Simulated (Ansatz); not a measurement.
# A computed series for AlAs: carrier doping

The parent structure is AlAs in the wurtzite structure (space group P6_3mc, No. 186; a = 4.003 Å, c = 6.581 Å; a model cell, its experimental status unchecked).

Carriers are added at fixed cell with a uniform background; the Fermi–Dirac width is that of 300 K.

Level of theory: plane-wave PAW DFT at the PBEsol level (Ansatz, a quantum-chemistry and plane-wave program, 420 eV), without spin-orbit coupling, earlier PAW set.

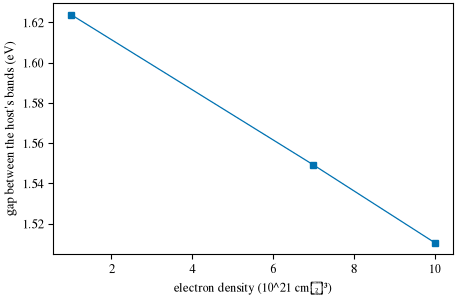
Gap between the host's bands against electron density

```csv
electron density (10^21 cm⁻³),gap between the host's bands
1,1.62 eV
7,1.55 eV
10,1.51 eV
```

Charged cell with a jellium background: band edges are those of the host's band count, energies are not comparable with the neutral cell, and many-body gap narrowing is missing. Stability against distortions was not tested. This is not the structure that AlAs has at room temperature and ambient pressure.
